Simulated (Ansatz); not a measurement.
Hypothetical P6_3/mmc HgI2, response to strain

Take HgI₂ in the 2H-MoS2 type structure (space group P6_3/mmc, No. 194; a = 4.1661 Å, c = 14.1833 Å; a hypothetical phase, not in the database extracts checked) as the base. Axes: x lies along a and z along c of the hexagonal cell.

Strains are applied to the cell and any free atomic positions relax; under biaxial strain the out-of-plane vector relaxes too.

The values are results of PBE-D3(BJ) (Ansatz, a program for electronic structure; PAW; 420 eV plane waves; no spin-orbit coupling), not measurements.

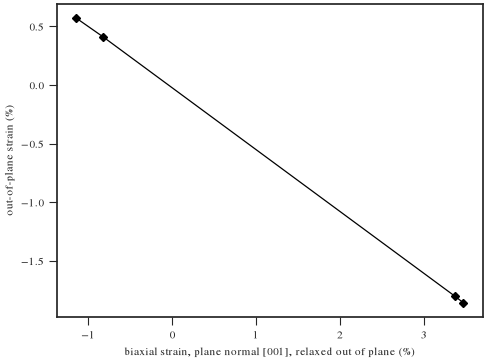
*Out-of-plane strain against biaxial strain, plane normal [001], relaxed out of plane*

| biaxial strain, plane normal [001], relaxed out of plane (%) | out-of-plane strain |
|---|---|
| -1.14 | +0.57 % |
| -0.82 | +0.41 % |
| 3.37 | -1.80 % |
| 3.47 | -1.86 % |

Stability against distortions was not tested.
